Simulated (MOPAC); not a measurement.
# Frequency calculation of CH6ClGeN (part 1 of 3)

The run: frequency calculation of CH6ClGeN. Method and program: PM6-D3H4, closed shell, dispersion D3H4 (MOPAC 23.2.5).

The geometry was optimised with PM6-D3H4.

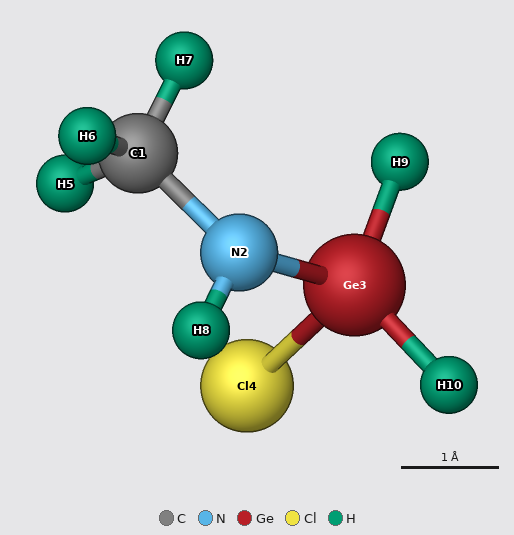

Fig. 1: The structure (ball-and-stick view, seen at a tilt; atoms are numbered from 1 in the order of the input). Sticks mark near contacts.

### The input (calc.mop)
```
PM6-D3H4 FORCE THERMO(298,398,100) AUX(PRECISION=9) THREADS=1
CH6ClGeN frequencies

C      0.098518 +1     1.020557 +1    -0.977171 +1
N     -0.654363 +1     0.357963 +1     0.115133 +1
Ge     0.170095 +1    -0.861596 +1     1.138527 +1
Cl     0.484463 +1    -2.646606 +1    -0.145585 +1
H      0.348689 +1     0.319050 +1    -1.814825 +1
H     -0.533139 +1     1.858050 +1    -1.374595 +1
H      1.042920 +1     1.460000 +1    -0.567055 +1
H     -1.608593 +1     0.145876 +1    -0.191138 +1
H      1.563631 +1    -0.417251 +1     1.488528 +1
H     -0.790090 +1    -1.334728 +1     2.196040 +1
```

Launch command:
```bash
mopac calc.mop
```

### Log
```
MOPAC v23.2.5
PM6-D3H4 CALCULATION RESULTS

 *  PM6-D3H4   - CORRECT DISPERSION AND HYDROGEN BOND TERMS USING THE D3H4 METHOD
 *  FORCE      - FORCE CALCULATION SPECIFIED
 *  THREADS=1  - MULTI-THREADING NOT USED
 *  AUX        - OUTPUT AUXILIARY INFORMATION
 *  THERMO     - THERMODYNAMIC QUANTITIES TO BE CALCULATED
PM6-D3H4 FORCE THERMO(298,398,100) AUX(PRECISION=9) THREADS=1
 CH6ClGeN frequencies

   ATOM   CHEMICAL          X               Y               Z
  NUMBER   SYMBOL      (ANGSTROMS)     (ANGSTROMS)     (ANGSTROMS)

     1       C          0.09851800  *   1.02055700  *  -0.97717100  *
     2       N         -0.65436300  *   0.35796300  *   0.11513300  *
     3      Ge          0.17009500  *  -0.86159600  *   1.13852700  *
     4      Cl          0.48446300  *  -2.64660600  *  -0.14558500  *
     5       H          0.34868900  *   0.31905000  *  -1.81482500  *
     6       H         -0.53313900  *   1.85805000  *  -1.37459500  *
     7       H          1.04292000  *   1.46000000  *  -0.56705500  *
     8       H         -1.60859300  *   0.14587600  *  -0.19113800  *
     9       H          1.56363100  *  -0.41725100  *   1.48852800  *
    10       H         -0.79009000  *  -1.33472800  *   2.19604000  *

          CARTESIAN COORDINATES

    NO.       ATOM           X           Y           Z

     1         C          0.0985      1.0206     -0.9772
     2         N         -0.6544      0.3580      0.1151
     3        Ge          0.1701     -0.8616      1.1385
     4        Cl          0.4845     -2.6466     -0.1456
     5         H          0.3487      0.3191     -1.8148
     6         H         -0.5331      1.8580     -1.3746
     7         H          1.0429      1.4600     -0.5671
     8         H         -1.6086      0.1459     -0.1911
     9         H          1.5636     -0.4173      1.4885
    10         H         -0.7901     -1.3347      2.1960

           Empirical Formula: C H6 N Ge Cl  =    10 atoms

      MOLECULAR POINT GROUP   :   C1

      RHF CALCULATION, NO. OF DOUBLY OCCUPIED LEVELS = 13

          HEAT OF FORMATION =     -24.805322 KCALS/MOLE

          CARTESIAN COORDINATE DERIVATIVES

   NUMBER  ATOM         X            Y            Z

     1       C     -0.000906     0.001390    -0.001307
     2       N     -0.000140     0.004989    -0.002459
     3      Ge     -0.000271     0.004820    -0.001957
     4      Cl     -0.001666    -0.000580    -0.001984
     5       H     -0.001226    -0.003582     0.005511
     6       H      0.000875     0.005949    -0.001160
     7       H      0.003717    -0.002966    -0.003567
     8       H      0.001100    -0.001043     0.001848
     9       H     -0.000177    -0.005289     0.001123
    10       H     -0.001306    -0.003689     0.003952

 DIPOLE           X         Y         Z       TOTAL
 POINT-CHG.     0.175    -1.198     3.753     3.943
 HYBRID        -0.329    -0.252    -1.101     1.176
 SUM           -0.154    -1.450     2.652     3.026

          GRADIENT NORM =   0.01591

          MOLECULAR WEIGHT =  140.11

          ROTATIONAL CONSTANTS IN CM(-1)

          A =    0.17019611   B =    0.07970399   C =    0.05920158

           PRINCIPAL MOMENTS OF INERTIA IN UNITS OF 10**(-40)*GRAM-CM**2

          A =      164.4735   B =      351.2089   C =      472.8380

          ORIENTATION OF MOLECULE IN FORCE CALCULATION

    NO.       ATOM         X         Y         Z

     1          C      -1.9375   -1.4521    0.5058
     2          N      -0.4546   -1.4521    0.5058
     3         Ge       0.4256    0.1099    0.5058
     4         Cl       0.1177    1.0017   -1.5052
     5          H      -2.3681   -1.0785   -0.4593
     6          H      -2.2838   -2.5047    0.6803
     7          H      -2.3112   -0.8174    1.3488
     8          H      -0.1010   -2.1901   -0.1103
     9          H      -0.2227    1.0931    1.4411
    10          H       1.9034   -0.1674    0.5619

    FIRST DERIVATIVES WILL BE USED IN THE CALCULATION OF SECOND DERIVATIVES

          ESTIMATED TIME TO COMPLETE CALCULATION =        0.47 SECONDS

    FOR POINT-GROUP C1   THERE ARE   1 UNIQUE SYMMETRY FUNCTIONS.

 STEP:   1 TIME =     0.00 SECS, INTEGRAL =      0.00 TIME LEFT: 172799.99
 STEP:   2 TIME =     0.00 SECS, INTEGRAL =      0.00 TIME LEFT: 172799.99
 STEP:   3 TIME =     0.01 SECS, INTEGRAL =      0.01 TIME LEFT: 172799.98
 STEP:   4 TIME =     0.00 SECS, INTEGRAL =      0.01 TIME LEFT: 172799.98
 STEP:   5 TIME =     0.00 SECS, INTEGRAL =      0.01 TIME LEFT: 172799.98
 STEP:   6 TIME =     0.01 SECS, INTEGRAL =      0.02 TIME LEFT: 172799.98
 STEP:   7 TIME =     0.01 SECS, INTEGRAL =      0.02 TIME LEFT: 172799.97
 STEP:   8 TIME =     0.00 SECS, INTEGRAL =      0.02 TIME LEFT: 172799.97
 STEP:   9 TIME =     0.00 SECS, INTEGRAL =      0.02 TIME LEFT: 172799.97
 STEP:  10 TIME =     0.01 SECS, INTEGRAL =      0.03 TIME LEFT: 172799.96
 STEP:  11 TIME =     0.01 SECS, INTEGRAL =      0.04 TIME LEFT: 172799.95
 STEP:  12 TIME =     0.00 SECS, INTEGRAL =      0.04 TIME LEFT: 172799.95
 STEP:  13 TIME =     0.00 SECS, INTEGRAL =      0.04 TIME LEFT: 172799.95
 STEP:  14 TIME =     0.01 SECS, INTEGRAL =      0.05 TIME LEFT: 172799.95
 STEP:  15 TIME =     0.00 SECS, INTEGRAL =      0.05 TIME LEFT: 172799.95
 STEP:  16 TIME =     0.01 SECS, INTEGRAL =      0.05 TIME LEFT: 172799.94
 STEP:  17 TIME =     0.01 SECS, INTEGRAL =      0.06 TIME LEFT: 172799.93
 STEP:  18 TIME =     0.00 SECS, INTEGRAL =      0.06 TIME LEFT: 172799.93
 STEP:  19 TIME =     0.00 SECS, INTEGRAL =      0.06 TIME LEFT: 172799.93
 STEP:  20 TIME =     0.01 SECS, INTEGRAL =      0.07 TIME LEFT: 172799.92
 STEP:  21 TIME =     0.00 SECS, INTEGRAL =      0.07 TIME LEFT: 172799.92
 STEP:  22 TIME =     0.01 SECS, INTEGRAL =      0.08 TIME LEFT: 172799.91
 STEP:  23 TIME =     0.01 SECS, INTEGRAL =      0.09 TIME LEFT: 172799.91
 STEP:  24 TIME =     0.00 SECS, INTEGRAL =      0.09 TIME LEFT: 172799.91
 STEP:  25 TIME =     0.00 SECS, INTEGRAL =      0.09 TIME LEFT: 172799.91
 STEP:  26 TIME =     0.01 SECS, INTEGRAL =      0.09 TIME LEFT: 172799.90
 STEP:  27 TIME =     0.00 SECS, INTEGRAL =      0.09 TIME LEFT: 172799.90
 STEP:  28 TIME =     0.00 SECS, INTEGRAL =      0.09 TIME LEFT: 172799.90
 STEP:  29 TIME =     0.01 SECS, INTEGRAL =      0.10 TIME LEFT: 172799.89
 STEP:  30 TIME =     0.00 SECS, INTEGRAL =      0.10 TIME LEFT: 172799.89

(To convert to Hartree/Bohr^2, multiply by (10^(-21) x N x a0^2)/(4.184 x 627.51) =  0.0642)

           FORCE MATRIX IN MILLIDYNES/ANGSTROM

                  C  1       N  2      Ge  3      Cl  4       H  5       H  6
 ------------------------------------------------------------------------------
     C    1  11.387952
     N    2   4.392536  10.318356
    Ge    3   0.478799   2.435847   7.229009
    Cl    4   0.027019   0.279278   1.425408   1.957419
     H    5   3.219469   0.739479   0.068936   0.015653   4.176892
     H    6   3.255024   0.726161   0.056820   0.007203   0.562879   4.218476
     H    7   3.285689   0.720240   0.093821   0.008051   0.563209   0.563675
     H    8   0.722657   3.897824   0.546695   0.026976   0.039411   0.058208
     H    9   0.013667   0.279071   2.875074   0.228117   0.002210   0.002359
     H   10   0.068507   0.268181   2.871273   0.224563   0.006307   0.016388

                  H  7       H  8       H  9       H 10
 ------------------------------------------------------
     H    7   4.242862
     H    8   0.083280   4.505347
     H    9   0.008148   0.073275   3.250581
     H   10   0.005004   0.016176   0.215376   3.242918

          HEAT OF FORMATION =     -24.805322 KCALS/MOLE

          ZERO POINT ENERGY      42.052 KCAL/MOL

           NORMAL COORDINATE ANALYSIS (Total motion = 1 Angstrom)

   Root No.       1         2         3         4         5         6         7         8

                 1 A       2 A       3 A       4 A       5 A       6 A       7 A       8 A

                  79.5     119.5     179.7     297.9     347.4     480.6     544.6     609.0

           1   -0.0010    0.0053    0.0008    0.0584    0.0053   -0.0211    0.0511   -0.0172
           2   -0.0543    0.0163   -0.0092    0.0841    0.0072   -0.0076    0.0169   -0.0025
           3    0.1165   -0.0002   -0.0096    0.0087   -0.0039    0.0074    0.0056    0.0027
           4   -0.0019    0.0058    0.0017    0.0584    0.0036   -0.0181    0.0277   -0.0115
           5   -0.0125    0.0022   -0.0164   -0.0478   -0.0094    0.0211    0.1317    0.0177
           6   -0.0306   -0.0348    0.1085   -0.0007    0.0082   -0.0153   -0.0459   -0.0074
           7   -0.0265    0.0009   -0.0056   -0.0221   -0.0267    0.0160   -0.0195    0.0038
           8   -0.0014    0.0068   -0.0092   -0.0121    0.0780   -0.0055   -0.0252   -0.0003
           9   -0.0132    0.0090   -0.0181   -0.0017   -0.1735   -0.0037    0.0004    0.0000
          10    0.0584   -0.0058    0.0095    0.0012    0.0516   -0.0090    0.0010    0.0054
          11    0.0316   -0.0232    0.0310    0.0041   -0.1539    0.0040   -0.0048   -0.0038
          12   -0.0109   -0.0036   -0.0036   -0.0004    0.3454    0.0044    0.0098   -0.0014
          13   -0.1082   -0.0189    0.0736    0.0840   -0.0027   -0.0411    0.0062   -0.0206
          14   -0.0334    0.2553    0.1459    0.0865    0.0142   -0.0124    0.0031   -0.0054
          15    0.1730    0.1029    0.0177   -0.0028    0.0058    0.0150    0.0166    0.0032
          16    0.0472   -0.0100   -0.0332   -0.0421   -0.0077    0.0042    0.1260    0.0001
          17   -0.0711   -0.0186   -0.0282    0.1254    0.0120   -0.0152   -0.0088   -0.0083
          18    0.1136   -0.2469   -0.2003    0.0540   -0.0032    0.0098   -0.0049   -0.0017
          19    0.0636    0.0457   -0.0427    0.1164    0.0233   -0.0201    0.0248   -0.0254
          20   -0.0967   -0.1816   -0.1321    0.1484    0.0061   -0.0173   -0.0154   -0.0106
          21    0.1770    0.1676    0.0655   -0.0121    0.0062    0.0149    0.0217    0.0045
          22   -0.0386   -0.0112    0.0467    0.0128   -0.0016   -0.0016    0.1318    0.0024
          23    0.0214    0.0366   -0.0845   -0.0368   -0.0084   -0.0542   -0.0876   -0.0704
          24   -0.0917   -0.0856    0.2161   -0.0372    0.0091    0.0934    0.2892    0.1164
          25   -0.0465   -0.0148   -0.0004   -0.1309    0.0287   -0.2927    0.1031   -0.1249
          26   -0.0131   -0.0041    0.0188   -0.0546   -0.1228    0.0080    0.1097   -0.2794
          27   -0.0148    0.0090   -0.0418   -0.0271    0.1103   -0.2129   -0.0572    0.2083
          28   -0.0263    0.0025   -0.0047    0.0012   -0.0431    0.0171   -0.0142    0.0651
          29    0.0016    0.0187   -0.0073    0.1253   -0.0577    0.1439   -0.0519    0.3127
          30    0.0117    0.0169   -0.0155    0.0659    0.1521    0.3209   -0.0714   -0.2154

   Root No.       9        10        11        12        13        14        15        16

                 9 A      10 A      11 A      12 A      13 A      14 A      15 A      16 A

                 698.5     733.6     815.6    1067.5    1114.7    1219.4    1341.4    1342.4

           1   -0.0041    0.0103   -0.0135   -0.0074    0.0077   -0.2062    0.0070   -0.0050
           2    0.0022    0.0069   -0.0088   -0.0228    0.0557    0.0165   -0.0409   -0.0057
           3   -0.0037   -0.0010   -0.0013    0.0620    0.0166   -0.0010    0.0044   -0.0399
           4    0.0038    0.0085   -0.0073    0.0113   -0.0032    0.1984   -0.0050   -0.0007
           5    0.0196    0.0401   -0.0285    0.0111   -0.0374    0.0034   -0.0049    0.0015
           6    0.0265    0.0293   -0.0213   -0.0291   -0.0153   -0.0046   -0.0003   -0.0022
           7   -0.0021   -0.0035   -0.0010   -0.0000    0.0000   -0.0026    0.0000   -0.0000
           8   -0.0110   -0.0089    0.0022    0.0005    0.0032   -0.0021    0.0002    0.0002
           9   -0.0016   -0.0061   -0.0002   -0.0004    0.0009   -0.0001   -0.0001    0.0000
          10    0.0026   -0.0021   -0.0001    0.0001   -0.0000    0.0000    0.0001    0.0000
          11   -0.0013    0.0020    0.0011   -0.0001    0.0001   -0.0004    0.0000   -0.0000
          12    0.0086   -0.0080   -0.0021    0.0003   -0.0001    0.0004   -0.0001   -0.0000
          13    0.0040    0.0140   -0.0287    0.3521   -0.0185   -0.1656   -0.0820    0.1694
          14   -0.0212   -0.0211    0.0152    0.0380   -0.0880    0.0062    0.3416    0.2003
          15   -0.0157   -0.0131    0.0160   -0.1093   -0.0264    0.0204    0.1712   -0.0002
          16    0.0545    0.0813   -0.0649   -0.1765    0.2993   -0.0001    0.1555    0.0217
          17   -0.0227   -0.0231    0.0147    0.0228   -0.0803   -0.0151   -0.0496    0.0558
          18   -0.0157   -0.0158    0.0153   -0.1087   -0.0456    0.0214    0.0290    0.3972
          19   -0.0605   -0.0592    0.0564   -0.2071   -0.2587   -0.1344   -0.1190   -0.0979
          20   -0.0225   -0.0256    0.0185    0.0333   -0.0986   -0.0026    0.2452   -0.2093
          21   -0.0145   -0.0109    0.0137   -0.0949   -0.0151    0.0068   -0.2411    0.1089
          22   -0.0381   -0.0241    0.0323   -0.0523   -0.1019    0.1869    0.0278   -0.0281
          23    0.1632    0.1383   -0.1062   -0.0251   -0.1294    0.0039    0.0066   -0.0151
          24   -0.1921   -0.1277    0.1106   -0.0167    0.0424    0.0181    0.0021   -0.0008
          25    0.0390    0.0817    0.2976    0.0139    0.0309    0.0022   -0.0012    0.0039
          26    0.1701   -0.1475    0.1305    0.0077    0.0222   -0.0051   -0.0007    0.0021
          27   -0.1519    0.2182    0.0766   -0.0001   -0.0061    0.0003    0.0004   -0.0006
          28    0.0549   -0.0045    0.0427   -0.0003    0.0003   -0.0004    0.0000    0.0002
          29    0.2688    0.0101    0.2308    0.0067   -0.0038   -0.0697   -0.0002    0.0005
          30   -0.1222    0.2715    0.1645    0.0120    0.0024   -0.0025   -0.0004   -0.0001

   Root No.      17        18        19        20        21        22        23        24

                17 A      18 A      19 A      20 A      21 A      22 A      23 A      24 A

                1411.3    1432.1    2312.8    2377.5    2634.8    2644.6    2788.6    2822.5
```
